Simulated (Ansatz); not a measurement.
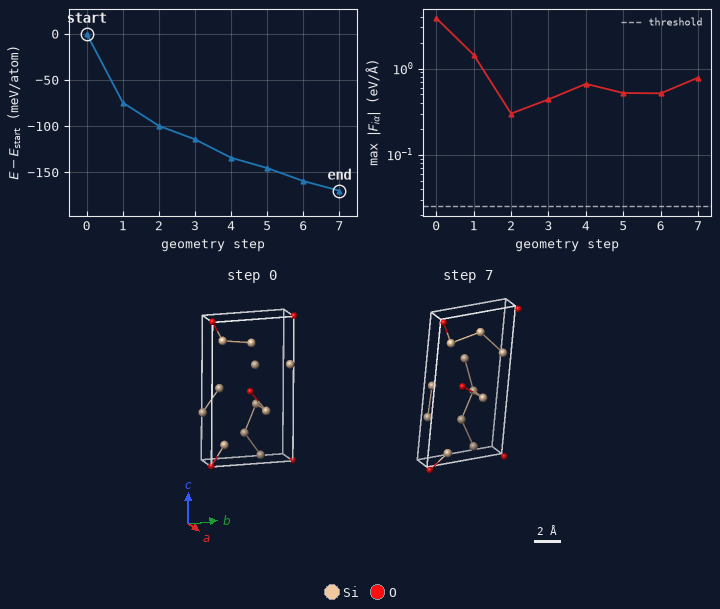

First and last geometry of a relaxation of a crystal of Si₅O (a generated structure, set up in P1) (coarse preliminary run), with the history of the run. Style: ball-and-stick. Shown: the cell of the calculation, slightly off an axis.

Theory: Ansatz, DFT PBE, scalar-relativistic, plane waves, PAW. Set-up: plane-wave cutoff 420 eV; k-point mesh 8 × 4 × 2; occupations gaussian; smearing width 0.2 eV; no spin polarisation; cell and atoms relaxed; force threshold 0.025 eV/Å; at most 60 steps.

What do the curves and the structures tell?

Answer. The run was cut off at its time limit before the relaxation converged, so the last structure is only a point on the way. After 7 geometry steps the energy has fallen by 170 meV per atom. Largest force component: 3.8 eV/Å at the start, 0.78 eV/Å at the end. The pressure goes from 0.21 to 0.06 GPa. The largest move relative to the cell is that of a Si atom, 0.96 Å along [1 3 −2]. Largest moves by element: Si 0.96 Å, O 0.55 Å. The volume changes by −11.1 %, with a 2.608 → 2.517 Å (−3.5 %), b 6.640 → 6.135 Å (−7.6 %), c 11.627 → 11.821 Å (+1.7 %), α 89.6° → 78.5°, β 88.6° → 90.0°, γ 89.2° → 89.8°. Some distances before and after: Si–Si 4.358 → 2.715 Å, Si–Si 4.116 → 2.719 Å, Si–Si 3.722 → 2.573 Å, Si–Si 4.034 → 2.903 Å. Among the angles between lasting bonds that change: Si–Si–Si 122.3° → 62.6°, Si–Si–Si 117.5° → 67.8°, Si–Si–Si 117.8° → 71.1°. The space group stays P1 (No. 1).
